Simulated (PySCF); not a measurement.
C$_{2}$H$_{4}$F$_{3}$N

```csv
atom,x (Å),y (Å),z (Å)
N,-1.5475,-0.1148,-0.1785
C,-0.2587,0.4726,-0.2190
C,0.8374,-0.5354,0.1973
F,0.8776,-1.5929,-0.5794
F,2.0738,-0.0046,0.3036
F,0.7069,-1.0051,1.4849
H,-2.2741,0.4785,-0.5726
H,-1.6024,-0.9972,-0.7960
H,0.0829,0.8330,-1.2027
H,-0.2848,1.2223,0.5525
```

Geometry: GFN2-xTB, MD frame at 250 fs, 300 K.

The calculation used PBE0/pcSseg-1, SCF density, gas phase, non-relativistic (PySCF).

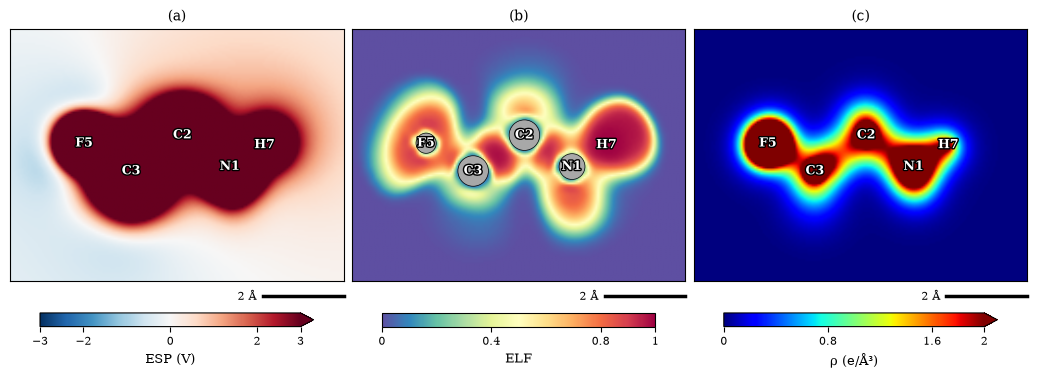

Figure 1. (a) electrostatic potential; (b) ELF; (c) total electron density on the plane of atoms C2, C3 and F5. Grey discs cover the atomic cores in the ELF map.

Question: Describe what can be read from this map.

Answer:
- The section cuts through N, C, F and H sites.
- C–N (1.42 Å): ρ at the midpoint is about 2.1 e/Å³; the ELF peaks at about 0.95 between the atoms, as expected for localised, covalent bonding.
- C–C (1.55 Å): the density is about 1.7 e/Å³ at the midpoint; the ELF peaks at about 1 between the atoms: a shared electron pair.
- N–H (1.02 Å): the density is about 2.8 e/Å³ at the midpoint; the ELF climbs to about 1 towards the hydrogen, as it does in any bond to H; a covalent bond by its length.
- C–F (1.35 Å): ρ at the midpoint is about 2.3 e/Å³, with its minimum of 1.9 e/Å³ about 0.5 Å from C; the ELF peaks at about 0.85 between the atoms: a shared but strongly polarised pair.
- The ELF also peaks beside F5, away from the bonds: lone-pair regions.
- Outside the dense part of the molecule the potential is most negative (−0.8 V) near F5.

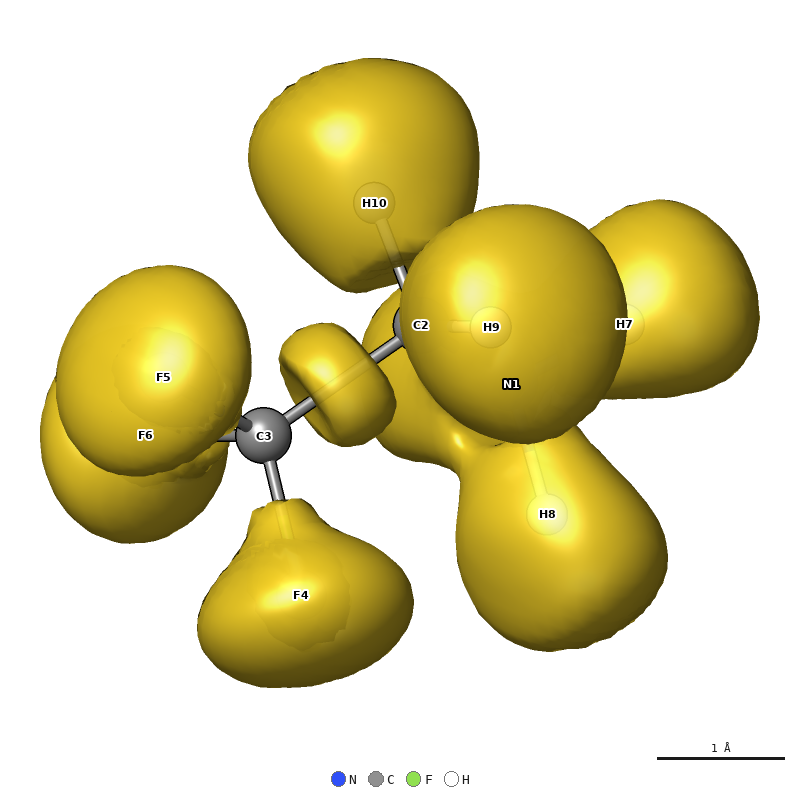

Figure 2. Isosurface of the ELF at 0.75 (yellow), seen at a tilt. Core shells and regions of very low density are left out.

Question: What do the ELF domains correspond to?

Answer: The ELF exceeds this value in one region between bonded C–C atoms (shared pairs), two regions around hydrogen nuclei, three regions on F in which the atom's valence shell and bonds are merged and one joined region spread over several atoms (H, N), in which their bonds and any lone pairs are merged.


C–F (1.31 Å): the ELF peaks at about 0.85 between the atoms: a polar covalent bond.

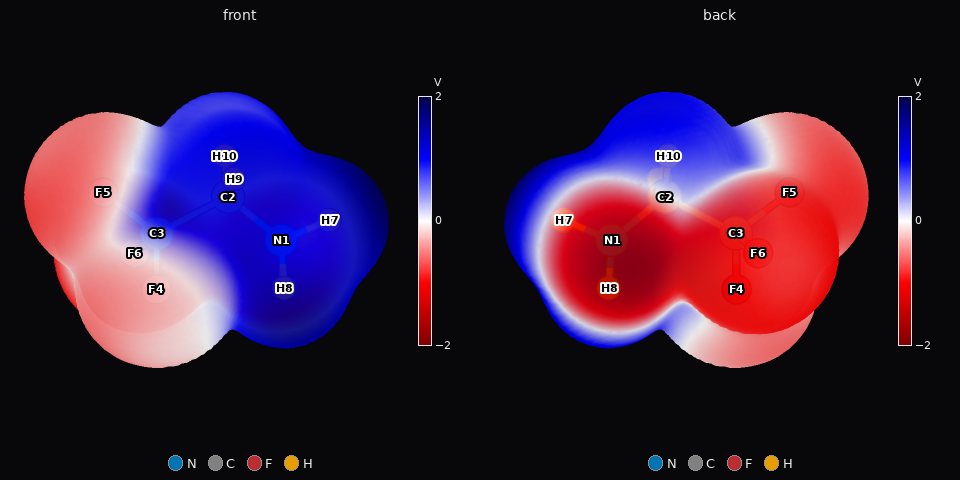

Figure 3. The electrostatic potential painted on the density surface at 0.002 e/bohr³, seen from the front and from behind; the colour scale runs from red (negative) to blue (positive).

Question: Which sites attract a positive test charge, and which a negative one?

Answer: A positive charge is drawn to the negative regions and a negative charge to the positive ones. The most negative region (about −1.7 V, or −39 kcal/mol for a unit charge) lies over N1, the most positive (about +1.9 V, or +44 kcal/mol for a unit charge) over H7. N1 is the likeliest acceptor of a hydrogen bond.

Question: What dipole moment does the calculation give?

Answer: Its dipole moment is 3.44 D.
